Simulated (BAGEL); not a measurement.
**HF/cc-pVDZ (density fitting with qzvpp-jkfit) run of VCl3O (vanadium oxytrichloride)**

What is the vertical ionisation energy of VCl3O (vanadium oxytrichloride) at HF/cc-pVDZ (density fitting with qzvpp-jkfit)? 

The calculation is run with BAGEL 1.2.2.

5 further runs of the same task are left out: 5 that didn't finish.

### 1 The molecule

The species is VCl3O (5 atoms), meant as a singlet with charge 0. SMILES: `[O]=[V]([Cl])([Cl])[Cl]`. Geometry: relaxed at PBE0-D4/def2-TZVP.

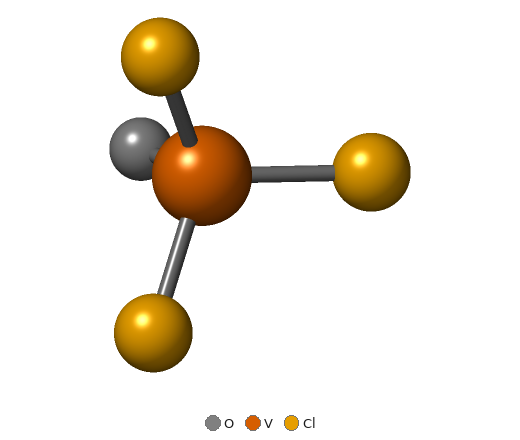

Viewed from a chosen angle; oxygen grey, vanadium orange, chlorine amber.

### 2 The energy at HF/cc-pVDZ (density fitting with qzvpp-jkfit)

The input, job.json:

```json
{ "bagel": [

{
  "title": "molecule",
  "basis": "cc-pvdz.json",
  "df_basis": "qzvpp-jkfit",
  "angstrom": true,
  "geometry": [
    { "atom": "O", "xyz": [    0.181800,   -1.400850,    0.816180 ] },
    { "atom": "V", "xyz": [    0.010330,   -0.079640,    0.046420 ] },
    { "atom": "Cl", "xyz": [   -1.215930,    1.214750,    1.207020 ] },
    { "atom": "Cl", "xyz": [   -0.911920,   -0.510400,   -1.821740 ] },
    { "atom": "Cl", "xyz": [    1.935710,    0.776150,   -0.247870 ] }
  ]
},
{ "title": "hf" },
{ "title": "print", "file": "orbitals.molden", "orbitals": true }

]}
```

The basis set cc-pVDZ is read from a file made from the Basis Set Exchange's data (not shown).

Run with:

```
$ BAGEL_NUM_THREADS=1 BAGEL job.json > job.out
```

Output:

```text
* using 1 threads per process

  ===============================================================
  ===============================================================

  *** Geometry ***

  { "atom" : "O", "xyz" : [      0.343552,     -2.647223,      1.542357 ] },
  { "atom" : "V", "xyz" : [      0.019521,     -0.150498,      0.087721 ] },
  { "atom" : "Cl", "xyz" : [     -2.297775,      2.295545,      2.280937 ] },
  { "atom" : "Cl", "xyz" : [     -1.723279,     -0.964516,     -3.442590 ] },
  { "atom" : "Cl", "xyz" : [      3.657962,      1.466711,     -0.468406 ] },

  Number of auxiliary basis functions:      725

  Since a DF basis is specified, we compute 2- and 3-index integrals:
    o Being stored without compression. Storage requirement is 0.071 GB

  Number of basis functions:      111
  Number of electrons      :       82

    * METHOD: MOLECULE                             1.37

  *** RHF ***

  === Nuclear Repulsion ===
   558.3548988563

      * DIIS with orbital gradients will be used.

  === RHF iteration (cc-pvdz.json) ===
      0      -2395.79766543          0.02065380           0.38
      1      -2390.79173234          0.10105719           0.33
      2      -2396.11747177          0.01696754           0.34
      3      -2396.30596285          0.00389952           0.38
      4      -2396.31610502          0.00123854           0.37
      5      -2396.31792698          0.00034155           0.40
      6      -2396.31821670          0.00023555           0.44
      7      -2396.31843401          0.00008541           0.48
      8      -2396.31849457          0.00004472           0.48
      9      -2396.31850949          0.00002720           0.37
     10      -2396.31851643          0.00001242           0.37
     11      -2396.31851778          0.00000658           0.37
     12      -2396.31851793          0.00000357           0.36
     13      -2396.31851795          0.00000152           0.37
     14      -2396.31851796          0.00000080           0.37
     15      -2396.31851796          0.00000032           0.38
     16      -2396.31851796          0.00000014           0.36
     17      -2396.31851796          0.00000008           0.36
     18      -2396.31851796          0.00000005           0.36
     19      -2396.31851796          0.00000004           0.37
     20      -2396.31851796          0.00000002           0.38
     21      -2396.31851796          0.00000001           0.34
     22      -2396.31851796          0.00000001           0.34
    * SCF iteration converged.

    * Permanent dipole moment:
           (    0.019734,    -0.152282,     0.088709) a.u.

    * METHOD: HF                                   9.48

    * METHOD: PRINT                                0.03

  ===============================================================
```

Run time: 11 s. Hardware: 1 thread of Intel Xeon Platinum 8259CL at 2.50GHz (Skylake/Cascade Lake), shared host; peak memory 0.27 GiB.

### 3 The doublet cation, same level

The input, input.json:

```json
{ "bagel" : [

{
  "title" : "molecule",
  "basis" : "cc-pvdz.json",
  "df_basis" : "qzvpp-jkfit",
  "angstrom" : true,
  "geometry" : [
    { "atom" : "O", "xyz" : [       0.181800,      -1.400850,       0.816180 ] },
    { "atom" : "V", "xyz" : [       0.010330,      -0.079640,       0.046420 ] },
    { "atom" : "Cl", "xyz" : [      -1.215930,       1.214750,       1.207020 ] },
    { "atom" : "Cl", "xyz" : [      -0.911920,      -0.510400,      -1.821740 ] },
    { "atom" : "Cl", "xyz" : [       1.935710,       0.776150,      -0.247870 ] }
  ]
},

{ "title" : "rohf", "charge" : 1, "nopen" : 1 },

{ "title" : "print", "file" : "orbitals.molden", "orbitals" : true }

]}
```

The basis set cc-pVDZ is read from a file made from the Basis Set Exchange's data (not shown).

Run with:

```
$ BAGEL_NUM_THREADS=1 BAGEL input.json > input.out
```

Output:

```text
* using 1 threads per process

  ===============================================================
  ===============================================================

  *** Geometry ***

  { "atom" : "O", "xyz" : [      0.343552,     -2.647223,      1.542357 ] },
  { "atom" : "V", "xyz" : [      0.019521,     -0.150498,      0.087721 ] },
  { "atom" : "Cl", "xyz" : [     -2.297775,      2.295545,      2.280937 ] },
  { "atom" : "Cl", "xyz" : [     -1.723279,     -0.964516,     -3.442590 ] },
  { "atom" : "Cl", "xyz" : [      3.657962,      1.466711,     -0.468406 ] },

  Number of auxiliary basis functions:      725

  Since a DF basis is specified, we compute 2- and 3-index integrals:
    o Being stored without compression. Storage requirement is 0.071 GB

  Number of basis functions:      111
  Number of electrons      :       82

    * METHOD: MOLECULE                             1.10

  *** Open-shell HF ***

  === Nuclear Repulsion ===
   558.3548988563

      * DIIS with orbital gradients will be used.

  === ROHF iteration (cc-pvdz.json) ===
      0      -2395.30279774          0.04346379           0.69
      1      -2389.45150793          0.21211228           0.67
      2      -2385.83623725          0.21313734           0.65
      3      -2395.80485006          0.01643976           0.67
      4      -2395.85085200          0.00674699           0.65
      5      -2395.86071409          0.00233706           0.65
      6      -2395.86262596          0.00096394           0.66
      7      -2395.86297741          0.00069646           0.65
      8      -2395.86324850          0.00036759           0.70
      9      -2395.86349995          0.00024937           0.72
     10      -2395.86364598          0.00010311           0.76
     11      -2395.86370655          0.00006269           1.02
     12      -2395.86372838          0.00002341           1.00
     13      -2395.86371885          0.00000994           0.75
     14      -2395.86371757          0.00000685           0.67
     15      -2395.86371528          0.00000573           0.71
     16      -2395.86371581          0.00000603           0.74
     17      -2395.86371616          0.00000590           0.67
     18      -2395.86371612          0.00000464           0.66
     19      -2395.86371563          0.00000275           0.65
     20      -2395.86371522          0.00000189           0.66
     21      -2395.86371541          0.00000091           0.65
     22      -2395.86371561          0.00000069           0.65
     23      -2395.86371567          0.00000050           0.65
     24      -2395.86371574          0.00000044           0.66
     25      -2395.86371573          0.00000044           0.68
     26      -2395.86371575          0.00000046           0.71
     27      -2395.86371569          0.00000043           0.74
     28      -2395.86371572          0.00000043           0.84
     29      -2395.86371574          0.00000042           0.66
     30      -2395.86371572          0.00000039           0.67
     31      -2395.86371573          0.00000034           0.66
     32      -2395.86371574          0.00000032           0.66
     33      -2395.86371573          0.00000034           0.66
     34      -2395.86371572          0.00000033           0.66
     35      -2395.86371572          0.00000023           0.66
     36      -2395.86371573          0.00000018           0.66
     37      -2395.86371574          0.00000013           0.65
     38      -2395.86371573          0.00000009           0.65
     39      -2395.86371573          0.00000009           0.66
     40      -2395.86371573          0.00000009           0.65
     41      -2395.86371572          0.00000009           0.65
     42      -2395.86371573          0.00000007           0.65
     43      -2395.86371573          0.00000007           0.66
     44      -2395.86371573          0.00000005           0.65
     45      -2395.86371573          0.00000005           0.65
     46      -2395.86371572          0.00000006           0.69
     47      -2395.86371573          0.00000004           0.67
     48      -2395.86371573          0.00000002           0.75
     49      -2395.86371572          0.00000002           0.74
     50      -2395.86371572          0.00000001           0.82
     51      -2395.86371572          0.00000001           1.00
     52      -2395.86371573          0.00000001           0.75
     53      -2395.86371573          0.00000001           1.03
     54      -2395.86371573          0.00000001           1.16
     55      -2395.86371573          0.00000001           1.01
     56      -2395.86371572          0.00000001           0.93
     57      -2395.86371573          0.00000001           0.83
     58      -2395.86371572          0.00000001           0.82
     59      -2395.86371573          0.00000001           0.77
     60      -2395.86371572          0.00000001           0.77
     61      -2395.86371573          0.00000001           1.14
     62      -2395.86371573          0.00000001           1.02
     63      -2395.86371573          0.00000001           1.02
     64      -2395.86371573          0.00000001           0.77
     65      -2395.86371573          0.00000001           0.74
     66      -2395.86371572          0.00000001           0.77
     67      -2395.86371573          0.00000001           0.74
     68      -2395.86371573          0.00000001           0.76
     69      -2395.86371573          0.00000001           0.75
     70      -2395.86371573          0.00000001           0.79
     71      -2395.86371573          0.00000001           0.81
     72      -2395.86371573          0.00000001           0.79
     73      -2395.86371573          0.00000001           0.78
     74      -2395.86371573          0.00000001           0.97
     75      -2395.86371573          0.00000001           0.82
     76      -2395.86371573          0.00000001           0.83
     77      -2395.86371572          0.00000001           0.90
     78      -2395.86371573          0.00000001           1.00
     79      -2395.86371573          0.00000001           0.98
    * SCF iteration converged.

    * S^2 (ROHF) is 0.7500

    * Permanent dipole moment:
           (    0.062797,    -0.484109,     0.281971) a.u.

    * METHOD: ROHF                                61.56

    * METHOD: PRINT                                0.06

  ===============================================================
```

Run time: 63 s. Hardware: 1 thread of Intel Xeon Platinum 8259CL at 2.50GHz (Skylake/Cascade Lake), shared host; peak memory 0.27 GiB.

### 4 Summary of results

Level: HF/cc-pVDZ (density fitting with qzvpp-jkfit).

| quantity | value |
| --- | --- |
| singlet VCl3O: total energy | -2396.31852 Eh |
| singlet VCl3O: dipole moment | 0.45 D |
| singlet VCl3O: HOMO energy | -12.93 eV |
| singlet VCl3O: LUMO energy | -0.95 eV |
| singlet VCl3O: HOMO–LUMO gap | 11.97 eV |
| doublet cation: total energy | -2395.86372 Eh |
| doublet cation: ⟨S²⟩ | 0.750 |
| vertical ionisation energy (to the doublet cation) | 12.376 eV |

What this shows: Removing an electron at fixed nuclei costs 12.38 eV (285 kcal/mol). The negative HOMO energy of the first species, 12.93 eV, lies 0.55 eV above that difference.
